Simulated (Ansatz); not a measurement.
## Geometry relaxation of AlGeH₄O₂F₃ (part 1 of 2)

AlGeH₄O₂F₃, computed with RHF/def2-SVP (Ansatz 0.2.0).

It belongs to a series of runs on one base structure; here: end point B relaxed.

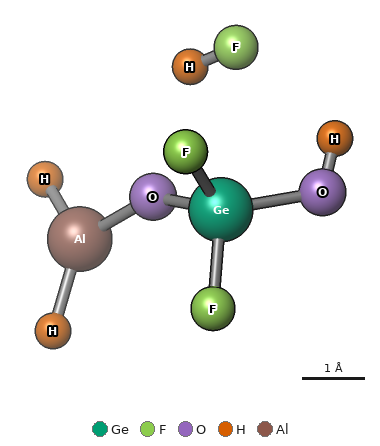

Fig. 1: The starting structure (ball-and-stick view, seen at a tilt). Sticks mark near contacts. Bond lengths as drawn: Al–H 1.57 Å, Al–O 1.71 Å, F–Ge 1.70 Å, F–H 0.91 Å, Ge–O 1.71 to 1.74 Å and H–O 0.95 Å.

### The input
```yaml
crystal:
  periodic: [false, false, false]
  atoms:
    - { symbol: Ge, position_ang: [0.192512, -0.587069, -0.411554] }
    - { symbol: F, position_ang: [-1.248982, -0.275659, 2.066818] }
    - { symbol: F, position_ang: [0.97575, -0.905329, -1.881474] }
    - { symbol: F, position_ang: [1.018664, 0.734892, 0.255419] }
    - { symbol: O, position_ang: [-1.44337, -0.239047, -0.776662] }
    - { symbol: H, position_ang: [-1.989729, -0.040723, -0.028119] }
    - { symbol: O, position_ang: [0.449111, -1.953212, 0.639379] }
    - { symbol: Al, position_ang: [1.170247, -3.488045, 0.871456] }
    - { symbol: H, position_ang: [2.030482, -4.12737, -0.271953] }
    - { symbol: H, position_ang: [0.879519, -4.145599, 2.268021] }
    - { symbol: H, position_ang: [-0.728604, -1.002041, 2.244668] }
basis:
  gaussian: { orbitals: def2-SVP }
hamiltonian:
  xc: hf
relax:
  f_tol: 0.03
  max_steps: 50
output:
  orbitals: {}
```

Command:
```bash
ansatz run input.yaml --threads 4 --pin off --max-ram 5120MiB --backend cpu --events-out ev --progress --plain --runs-dir out
```

### Log
```
The last accepted step is kept in [file] (removed where the run ends without a failure and the disk answers)
Engine: ansatz 0.2.0, aarch64-unknown-linux-gnu
Functional definition: HF
  exchange = exact_x
  correlation = 0
1422 factors; integrals over basis functions are off by at most 3.8e-4 eV
mean field evaluation 1: about -75292.0468 eV, gradient 5.7e1 eV
mean field evaluation 2: about -75292.1188 eV, gradient 5.7e1 eV
mean field evaluation 4: about -75297.7733 eV, gradient 3.5e0 eV
mean field evaluation 8: about -75297.8180 eV, gradient 1.1e-1 eV
mean field -75297.81807898 eV, -2767.1437757082 hartree, gradient 2.5e-5 eV, S^2 0.000000; 0 other end points of the search recorded, 0 dependent functions left out
the calculation of the forces begins
reference -75297.81807898 eV, -2767.1437757082 hartree; 46, 46 occupied and 94, 94 virtual orbitals, 1422 factors
relax step   1: F+E_penalty+E_count = -75297.81807898 eV  Δ(F+E_penalty+E_count) = +0.000e0 eV  max|allowed force component| = 7.320e-1 eV/Å  Δτ_max = 0.0000 Å  (35 SCF iters, accepted)
these checks for a lower state are left out or cut short: starts, cluster_reference, orbital_swaps, neighbouring_geometries, increment
1422 factors; integrals over basis functions are off by at most 3.1e-4 eV
mean field evaluation 16: about -75297.8125 eV, gradient 1.1e-3 eV
mean field -75297.81248187 eV, -2767.1435700182 hartree, gradient 4.7e-5 eV, S^2 0.000000; 0 other end points of the search recorded, 0 dependent functions left out
[... from here on the field's lines of each further geometry are left out, up to the last ...]
relax step   2: F+E_penalty+E_count = -75297.81248187 eV  Δ(F+E_penalty+E_count) = +5.597e-3 eV  max|allowed force component| = 1.578e0 eV/Å  Δτ_max = 0.1621 Å  (33 SCF iters, rejected (line search))
relax step   3: F+E_penalty+E_count = -75297.83908499 eV  Δ(F+E_penalty+E_count) = -2.101e-2 eV  max|allowed force component| = 5.220e-1 eV/Å  Δτ_max = 0.0790 Å  (35 SCF iters, accepted)
relax step   4: F+E_penalty+E_count = -75297.84899547 eV  Δ(F+E_penalty+E_count) = -9.910e-3 eV  max|allowed force component| = 3.878e-1 eV/Å  Δτ_max = 0.0963 Å  (34 SCF iters, accepted)
relax step   5: F+E_penalty+E_count = -75297.84743669 eV  Δ(F+E_penalty+E_count) = +1.559e-3 eV  max|allowed force component| = 9.148e-1 eV/Å  Δτ_max = 0.1492 Å  (34 SCF iters, rejected (line search))
relax step   6: F+E_penalty+E_count = -75297.85761352 eV  Δ(F+E_penalty+E_count) = -8.618e-3 eV  max|allowed force component| = 2.113e-1 eV/Å  Δτ_max = 0.0544 Å  (35 SCF iters, accepted)
relax step   7: F+E_penalty+E_count = -75297.86433031 eV  Δ(F+E_penalty+E_count) = -6.717e-3 eV  max|allowed force component| = 1.505e-1 eV/Å  Δτ_max = 0.0728 Å  (35 SCF iters, accepted)
relax step   8: F+E_penalty+E_count = -75297.86881605 eV  Δ(F+E_penalty+E_count) = -4.486e-3 eV  max|allowed force component| = 1.803e-1 eV/Å  Δτ_max = 0.1085 Å  (34 SCF iters, accepted)
relax step   9: F+E_penalty+E_count = -75297.85739935 eV  Δ(F+E_penalty+E_count) = +1.142e-2 eV  max|allowed force component| = 4.445e-1 eV/Å  Δτ_max = 0.1303 Å  (34 SCF iters, rejected (line search))
relax step  10: F+E_penalty+E_count = -75297.87285493 eV  Δ(F+E_penalty+E_count) = -4.039e-3 eV  max|allowed force component| = 1.274e-1 eV/Å  Δτ_max = 0.0635 Å  (34 SCF iters, accepted)
relax step  11: F+E_penalty+E_count = -75297.87688651 eV  Δ(F+E_penalty+E_count) = -4.032e-3 eV  max|allowed force component| = 4.821e-2 eV/Å  Δτ_max = 0.0843 Å  (34 SCF iters, accepted)
relax step  12: F+E_penalty+E_count = -75297.87936011 eV  Δ(F+E_penalty+E_count) = -2.474e-3 eV  max|allowed force component| = 1.813e-1 eV/Å  Δτ_max = 0.1235 Å  (34 SCF iters, accepted)
relax step  13: F+E_penalty+E_count = -75297.87134474 eV  Δ(F+E_penalty+E_count) = +8.015e-3 eV  max|allowed force component| = 4.855e-1 eV/Å  Δτ_max = 0.1852 Å  (34 SCF iters, rejected (line search))
relax step  14: F+E_penalty+E_count = -75297.88341212 eV  Δ(F+E_penalty+E_count) = -4.052e-3 eV  max|allowed force component| = 7.061e-2 eV/Å  Δτ_max = 0.0924 Å  (34 SCF iters, accepted)
relax step  15: F+E_penalty+E_count = -75297.88532884 eV  Δ(F+E_penalty+E_count) = -1.917e-3 eV  max|allowed force component| = 1.082e-1 eV/Å  Δτ_max = 0.0921 Å  (35 SCF iters, accepted)
relax step  16: F+E_penalty+E_count = -75297.88584041 eV  Δ(F+E_penalty+E_count) = -5.116e-4 eV  max|allowed force component| = 1.186e-1 eV/Å  Δτ_max = 0.0472 Å  (36 SCF iters, accepted)
relax step  17: F+E_penalty+E_count = -75297.88631096 eV  Δ(F+E_penalty+E_count) = -4.705e-4 eV  max|allowed force component| = 1.765e-1 eV/Å  Δτ_max = 0.1012 Å  (34 SCF iters, accepted)
relax step  18: F+E_penalty+E_count = -75297.88786925 eV  Δ(F+E_penalty+E_count) = -1.558e-3 eV  max|allowed force component| = 1.183e-1 eV/Å  Δτ_max = 0.0247 Å  (36 SCF iters, accepted)
relax step  19: F+E_penalty+E_count = -75297.88884360 eV  Δ(F+E_penalty+E_count) = -9.743e-4 eV  max|allowed force component| = 5.752e-2 eV/Å  Δτ_max = 0.0083 Å  (36 SCF iters, accepted)
relax step  20: F+E_penalty+E_count = -75297.88959617 eV  Δ(F+E_penalty+E_count) = -7.526e-4 eV  max|allowed force component| = 2.581e-2 eV/Å  Δτ_max = 0.0358 Å  (35 SCF iters, accepted)
relax step  21: F+E_penalty+E_count = -75297.89059140 eV  Δ(F+E_penalty+E_count) = -9.952e-4 eV  max|allowed force component| = 6.640e-2 eV/Å  Δτ_max = 0.0793 Å  (34 SCF iters, accepted)
relax step  22: F+E_penalty+E_count = -75297.89080588 eV  Δ(F+E_penalty+E_count) = -2.145e-4 eV  max|allowed force component| = 7.628e-2 eV/Å  Δτ_max = 0.0629 Å  (35 SCF iters, accepted)
relax step  23: F+E_penalty+E_count = -75297.89084032 eV  Δ(F+E_penalty+E_count) = -3.444e-5 eV  max|allowed force component| = 8.663e-2 eV/Å  Δτ_max = 0.0321 Å  (36 SCF iters, accepted)
relax step  24: F+E_penalty+E_count = -75297.89155502 eV  Δ(F+E_penalty+E_count) = -7.147e-4 eV  max|allowed force component| = 4.579e-2 eV/Å  Δτ_max = 0.0142 Å  (36 SCF iters, accepted)
relax step  25: F+E_penalty+E_count = -75297.89205884 eV  Δ(F+E_penalty+E_count) = -5.038e-4 eV  max|allowed force component| = 2.966e-2 eV/Å  Δτ_max = 0.0339 Å  (35 SCF iters, accepted)
relax step  26: F+E_penalty+E_count = -75297.89233476 eV  Δ(F+E_penalty+E_count) = -2.759e-4 eV  max|allowed force component| = 2.096e-2 eV/Å  Δτ_max = 0.0342 Å  (36 SCF iters, accepted)
relax step  27: F+E_penalty+E_count = -75297.89250461 eV  Δ(F+E_penalty+E_count) = -1.699e-4 eV  max|allowed force component| = 8.131e-2 eV/Å  Δτ_max = 0.0810 Å  (35 SCF iters, accepted)
relax step  28: F+E_penalty+E_count = -75297.89226274 eV  Δ(F+E_penalty+E_count) = +2.419e-4 eV  max|allowed force component| = 5.884e-2 eV/Å  Δτ_max = 0.0560 Å  (35 SCF iters, rejected (line search))
relax step  29: F+E_penalty+E_count = -75297.89262607 eV  Δ(F+E_penalty+E_count) = -1.215e-4 eV  max|allowed force component| = 3.248e-2 eV/Å  Δτ_max = 0.0136 Å  (37 SCF iters, accepted)
the calculation of the forces begins
reference -75297.89273526 eV, -2767.1465192758 hartree; 46, 46 occupied and 94, 94 virtual orbitals, 1422 factors
relax step  30: F+E_penalty+E_count = -75297.89273526 eV  Δ(F+E_penalty+E_count) = -1.092e-4 eV  max|allowed force component| = 2.547e-2 eV/Å  Δτ_max = 0.0104 Å  (37 SCF iters, accepted)
1422 factors; integrals over basis functions are off by at most 3.2e-4 eV
mean field evaluation 224: about -75292.3540 eV, gradient 5.6e1 eV
```

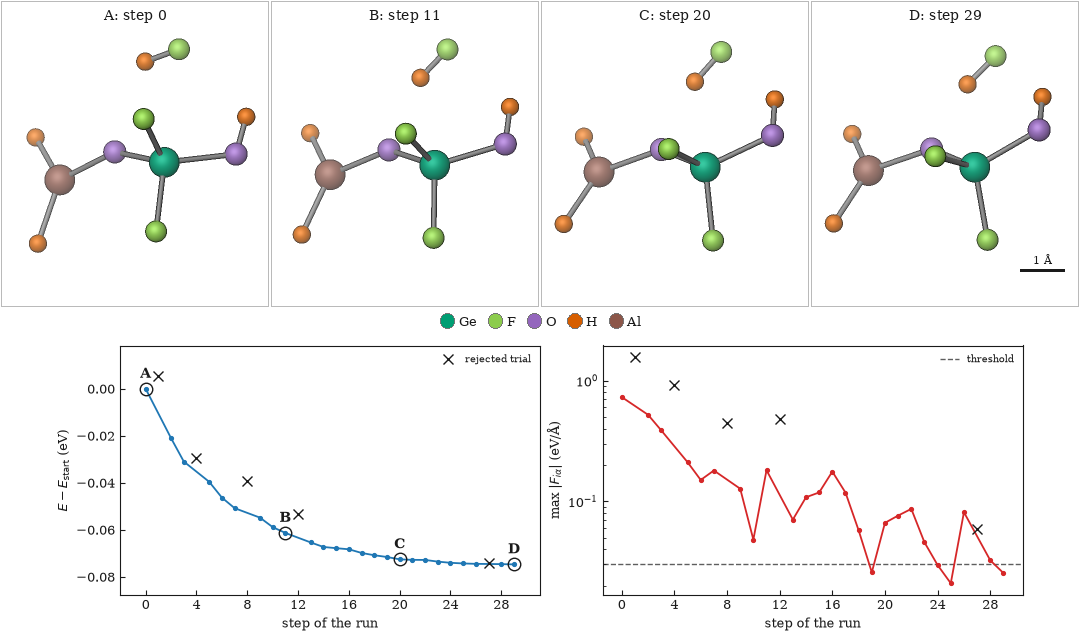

Fig. 2: Frames of the relaxation (ball-and-stick view, seen at a tilt) above the curves, on which the letters mark them (the first geometry is step 0 here and step 1 in the log).

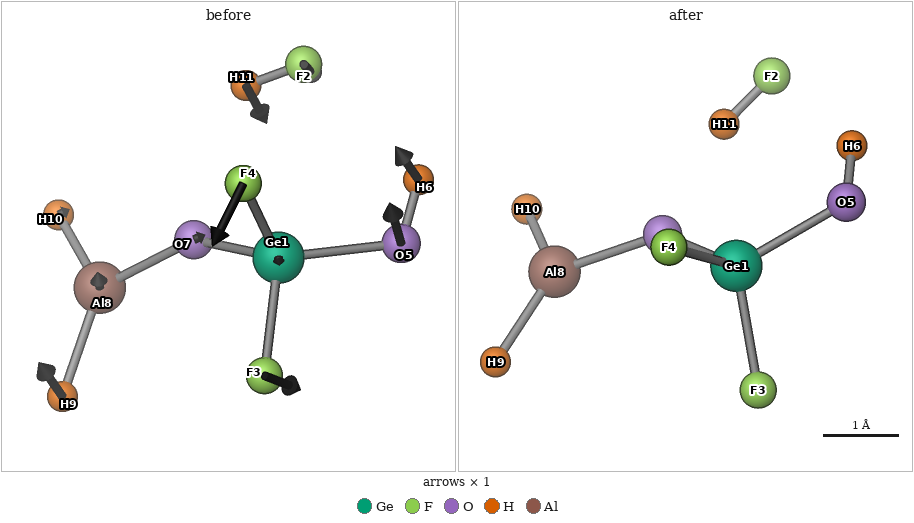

Fig. 3: Before (left) and after (right) the relaxation, at one scale (ball-and-stick view, seen at a tilt). The black arrows give the displacements, at true length. F4 moves most after the best rigid fit: 0.97 Å. By element the largest moves are F 0.97 Å, O 0.78 Å, H 0.76 Å, Al 0.28 Å, Ge 0.13 Å. Distances before and after: Ge1–O7 1.743 → 1.725 Å, O7–Al8 1.712 → 1.729 Å, Ge1–O5 1.712 → 1.708 Å. Among the angles that change: Ge1–O7–Al8 147.9° → 140.6°, F3–Ge1–O5 107.1° → 110.1°, O5–Ge1–O7 115.4° → 113.2°. After 29 geometry steps the energy has fallen by 0.075 eV. The largest force component goes from 0.73 to 0.025 eV/Å. The line search rejected the trial steps at points 1, 4, 8, 12, 27 (counted from 0) and went back. (Atoms are counted from 1 in the order of the input.)

```
mean field -75297.89273526 eV, -2767.1465192758 hartree, gradient 4.9e-5 eV, S^2 0.000000; 1 other end points of the search recorded, 0 dependent functions left out
the calculation of the forces begins
reference -75297.89273526 eV, -2767.1465192758 hartree; 46, 46 occupied and 94, 94 virtual orbitals, 1422 factors
Total energy: -75297.89273526 eV, -2767.1465192758 hartree
Atom 0 at     0.234271    -0.582694    -0.527996 Å, force     0.003244     0.010245    -0.015429 eV/Å
Atom 1 at    -1.752651    -0.955981     2.101437 Å, force    -0.009485     0.012948     0.004641 eV/Å
Atom 2 at     0.336651    -1.257642    -2.079148 Å, force    -0.003727     0.002054     0.004478 eV/Å
Atom 3 at     1.637969     0.355696    -0.363668 Å, force    -0.003304    -0.004207     0.001961 eV/Å
Atom 4 at    -1.177384     0.369012    -0.393048 Å, force    -0.011329     0.005031     0.012073 eV/Å
Atom 5 at    -1.689835     0.270521     0.401675 Å, force     0.012344    -0.008516    -0.009718 eV/Å
Atom 6 at     0.308792    -1.856501     0.632472 Å, force     0.007901     0.000094     0.011989 eV/Å
Atom 7 at     1.245470    -3.255968     1.022180 Å, force    -0.013732    -0.025471     0.003348 eV/Å
Atom 8 at     2.473575    -3.603700     0.116308 Å, force     0.007809     0.005442    -0.000055 eV/Å
Atom 9 at     0.745286    -4.053185     2.274929 Å, force     0.007801     0.008505    -0.003407 eV/Å
Atom 10 at    -1.056544    -1.458761     1.790858 Å, force     0.002475    -0.006126    -0.009882 eV/Å
Dipole moment:     0.143949    -0.568291     0.373232 e Å
```

### Trajectory as extended XYZ (Å, eV, eV/Å), 30 frames, from step=1 to step=30
```
11
Properties=species:S:1:pos:R:3:forces:R:3 step=1 energy=-75297.81808
Ge    0.1925   -0.5871   -0.4116    0.2391  -0.6928   0.4241
F    -1.2490   -0.2757    2.0668    0.0824  -0.1935   0.1585
F     0.9758   -0.9053   -1.8815   -0.0266  -0.0102  -0.0011
F     1.0187    0.7349    0.2554   -0.0019   0.0196   0.0083
O    -1.4434   -0.2390   -0.7767   -0.0174  -0.0084  -0.0020
H    -1.9897   -0.0407   -0.0281    0.0123   0.0092  -0.0026
O     0.4491   -1.9532    0.6394   -0.1946   0.7320  -0.4558
Al    1.1702   -3.4880    0.8715   -0.0045  -0.0091  -0.0031
H     2.0305   -4.1274   -0.2720    0.0015  -0.0020   0.0096
H     0.8795   -4.1456    2.2680    0.0100  -0.0008  -0.0038
H    -0.7286   -1.0020    2.2447   -0.1004   0.1561  -0.1321
11
Properties=species:S:1:pos:R:3:forces:R:3 step=2 energy=-75297.81248 accepted=F
Ge    0.2067   -0.5803   -0.4246    0.2167  -0.2263  -0.0770
F    -1.3196   -0.3716    2.1767    1.3551  -1.5781  -0.1939
F     0.9544   -0.9432   -1.9036   -0.0399  -0.0006   0.0558
F     1.0621    0.7448    0.2005   -0.0504  -0.0230   0.0163
O    -1.4322   -0.2173   -0.7625    0.0297   0.0129   0.0977
H    -1.9589    0.0059   -0.0062   -0.0339   0.0052   0.0194
O     0.4538   -1.9142    0.6440   -0.2584   0.4508  -0.0504
Al    1.1567   -3.4559    0.8909    0.1180  -0.1679   0.0332
H     2.0192   -4.1048   -0.2451   -0.0160   0.0156  -0.0019
H     0.8684   -4.1072    2.2906   -0.0186   0.0305  -0.0170
H    -0.7050   -1.0854    2.1152   -1.3023   1.4808   0.1179
11
Properties=species:S:1:pos:R:3:forces:R:3 step=3 energy=-75297.83908
Ge    0.1995   -0.5876   -0.4152    0.1383  -0.2741   0.0913
F    -1.2698   -0.3124    2.1166    0.3633  -0.5220   0.0832
F     0.9725   -0.9225   -1.8868   -0.0210  -0.0066   0.0125
F     1.0301    0.7375    0.2408   -0.0032   0.0128  -0.0004
O    -1.4380   -0.2360   -0.7709   -0.0273   0.0131   0.0465
H    -1.9788   -0.0297   -0.0194    0.0217   0.0032  -0.0191
O     0.4440   -1.9316    0.6420   -0.1359   0.3636  -0.1329
Al    1.1604   -3.4696    0.8792    0.0418  -0.0845   0.0092
H     2.0214   -4.1136   -0.2614   -0.0093   0.0176   0.0052
H     0.8716   -4.1282    2.2750   -0.0047   0.0179  -0.0026
H    -0.7074   -1.0355    2.1764   -0.3636   0.4589  -0.0928
11
Properties=species:S:1:pos:R:3:forces:R:3 step=4 energy=-75297.84899
Ge    0.1988   -0.5817   -0.4117    0.0749  -0.0967  -0.0655
F    -1.2683   -0.3760    2.1089    0.3078  -0.3878   0.0712
F     0.9583   -0.9360   -1.8855   -0.0184  -0.0070   0.0231
F     1.0410    0.7433    0.2295    0.0024   0.0050  -0.0005
O    -1.4391   -0.2196   -0.7558    0.0153   0.0063  -0.0070
H    -1.9728   -0.0085   -0.0013   -0.0001   0.0007   0.0141
O     0.4369   -1.9141    0.6547   -0.0896   0.2075  -0.0204
Al    1.1515   -3.4545    0.8954    0.0535  -0.1005   0.0129
H     2.0120   -4.0972   -0.2448   -0.0038   0.0145  -0.0049
H     0.8614   -4.1096    2.2915   -0.0086   0.0189   0.0009
H    -0.6743   -1.0752    2.0951   -0.3335   0.3390  -0.0239
11
Properties=species:S:1:pos:R:3:forces:R:3 step=5 energy=-75297.84744 accepted=F
Ge    0.2088   -0.5710   -0.4292    0.1411   0.0727  -0.0697
F    -1.2526   -0.4430    2.1741    0.4895  -0.8832  -0.1528
F     0.9389   -0.9687   -1.9074   -0.0377   0.0020   0.0520
F     1.0777    0.7554    0.1741   -0.0199  -0.0193  -0.0394
O    -1.4303   -0.1923   -0.7485   -0.0075   0.0085   0.0623
H    -1.9483    0.0312    0.0143   -0.0021   0.0025  -0.0037
O     0.4400   -1.8797    0.6624   -0.1302  -0.0622   0.0255
Al    1.1469   -3.4253    0.9153    0.0952  -0.0503  -0.0071
H     2.0057   -4.0683   -0.2250   -0.0004  -0.0010  -0.0018
H     0.8507   -4.0701    2.3140   -0.0223   0.0154  -0.0016
H    -0.7318   -1.1975    2.0319   -0.5058   0.9148   0.1363
11
Properties=species:S:1:pos:R:3:forces:R:3 step=6 energy=-75297.85761
Ge    0.2116   -0.5784   -0.4216    0.0226  -0.0810  -0.0501
F    -1.3051   -0.4085    2.1295    0.1629  -0.2113   0.0287
F     0.9433   -0.9592   -1.9021   -0.0086   0.0036   0.0227
F     1.0730    0.7441    0.1984    0.0132   0.0058  -0.0110
O    -1.4294   -0.2029   -0.7360   -0.0122   0.0287   0.0409
H    -1.9512   -0.0005    0.0310    0.0383  -0.0137  -0.0467
O     0.4420   -1.8999    0.6594   -0.0729   0.1443  -0.0096
Al    1.1570   -3.4431    0.9017    0.0186  -0.0593   0.0144
H     2.0141   -4.0851   -0.2411    0.0032   0.0162  -0.0016
H     0.8596   -4.0974    2.2963   -0.0016   0.0160  -0.0004
H    -0.7093   -1.0984    2.0606   -0.1635   0.1508   0.0127
11
Properties=species:S:1:pos:R:3:forces:R:3 step=7 energy=-75297.86433
Ge    0.2203   -0.5727   -0.4369   -0.0170  -0.0508  -0.0050
F    -1.3295   -0.4696    2.1607    0.0885  -0.1128   0.0137
F     0.9321   -0.9823   -1.9190   -0.0112   0.0107   0.0296
F     1.1021    0.7465    0.1621    0.0148  -0.0025  -0.0248
O    -1.4204   -0.1794   -0.7304    0.1296  -0.0086  -0.1491
H    -1.9306    0.0135    0.0423   -0.1067   0.0309   0.1505
O     0.4353   -1.8806    0.6625   -0.0027   0.0180  -0.0004
Al    1.1519   -3.4259    0.9110    0.0035   0.0001  -0.0089
H     2.0123   -4.0632   -0.2320    0.0028   0.0108   0.0056
H     0.8508   -4.0766    2.3056   -0.0035   0.0127   0.0024
H    -0.7186   -1.1388    2.0501   -0.0983   0.0916  -0.0135
11
Properties=species:S:1:pos:R:3:forces:R:3 step=8 energy=-75297.86882
Ge    0.2346   -0.5673   -0.4540   -0.0370   0.0303  -0.0165
F    -1.3845   -0.5561    2.1962    0.1803  -0.1801  -0.0798
F     0.9033   -1.0222   -1.9436   -0.0285   0.0242   0.0711
F     1.1601    0.7415    0.1043   -0.0076  -0.0508  -0.0456
O    -1.4044   -0.1363   -0.7072   -0.0293   0.0562   0.1801
H    -1.9015    0.0403    0.0862    0.0902  -0.0484  -0.1673
O     0.4326   -1.8578    0.6693   -0.0084  -0.0189  -0.0168
Al    1.1520   -3.4036    0.9240    0.0123   0.0198   0.0084
H     2.0209   -4.0327   -0.2166    0.0026   0.0038   0.0070
H     0.8445   -4.0476    2.3195   -0.0034   0.0003  -0.0024
H    -0.7518   -1.1874    1.9979   -0.1712   0.1637   0.0618
11
Properties=species:S:1:pos:R:3:forces:R:3 step=9 energy=-75297.85740 accepted=F
Ge    0.2309   -0.5507   -0.4702   -0.0363   0.2528   0.0028
F    -1.3831   -0.6082    2.2024    0.0693  -0.0962  -0.0445
F     0.8355   -0.9984   -1.9869    0.0242  -0.0372  -0.0067
F     1.2188    0.7188    0.0698    0.0531  -0.0462  -0.0249
O    -1.3871   -0.0297   -0.6651    0.0928  -0.1244  -0.2326
H    -1.9189   -0.0339    0.1159   -0.1132   0.0651   0.2402
O     0.4228   -1.8590    0.6284    0.0449  -0.0628  -0.1289
Al    1.1636   -3.3890    0.9067   -0.1967  -0.0353   0.4445
H     2.1062   -4.0698   -0.1254    0.0819   0.0303  -0.1747
H     0.7585   -3.9862    2.3084    0.0637  -0.0110  -0.1120
H    -0.7417   -1.2230    1.9919   -0.0837   0.0650   0.0368
11
Properties=species:S:1:pos:R:3:forces:R:3 step=10 energy=-75297.87285
Ge    0.2334   -0.5594   -0.4625   -0.0265   0.0893  -0.0147
F    -1.3990   -0.5989    2.1875    0.1120  -0.1210  -0.0283
F     0.8619   -1.0294   -1.9639   -0.0140   0.0068   0.0308
F     1.2068    0.7248    0.0709   -0.0055  -0.0499  -0.0282
O    -1.3951   -0.0777   -0.6847    0.1014  -0.0435  -0.0746
H    -1.8998    0.0270    0.1106   -0.0478   0.0222   0.0886
O     0.4250   -1.8542    0.6557    0.0019  -0.0445  -0.0089
Al    1.1574   -3.3902    0.9299   -0.0327   0.0050   0.0613
H     2.0588   -4.0218   -0.1799    0.0281   0.0030  -0.0269
H     0.8139   -4.0289    2.3212    0.0104   0.0062  -0.0189
H    -0.7577   -1.2205    1.9911   -0.1274   0.1262   0.0197
```
